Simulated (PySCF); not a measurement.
| atom | x (Å) | y (Å) | z (Å) |
| --- | --- | --- | --- |
| Pb | 0.0000 | 0.0000 | -1.0717 |
| I | 0.0000 | 0.0000 | 1.7563 |

Core potentials replace the inner electrons of Pb and I.

Theory: PBE0/def2-SVP, non-relativistic Hamiltonian with scalar-relativistic core potentials where named, at a bond length of 2.828 Å (PySCF 2.14.0).

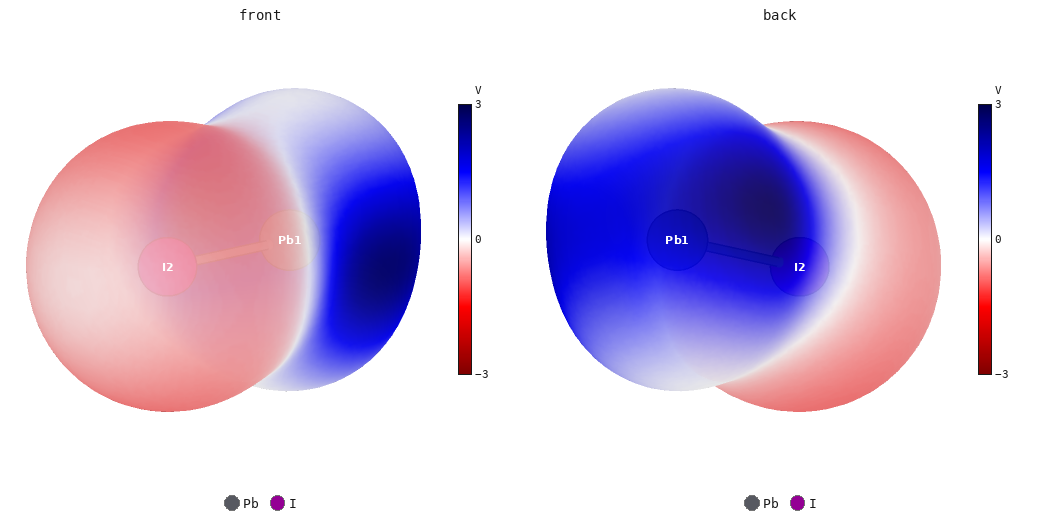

PbI (doublet). The electrostatic potential painted on the density surface at 0.002 e/bohr³, seen from the front and from behind; red is negative and blue positive.

**Where is the surface potential most negative and most positive?**

The most negative region (about −0.8 V, or −18 kcal/mol for a unit charge) lies over I2, the most positive (about +2.8 V, or +65 kcal/mol for a unit charge) over Pb1.
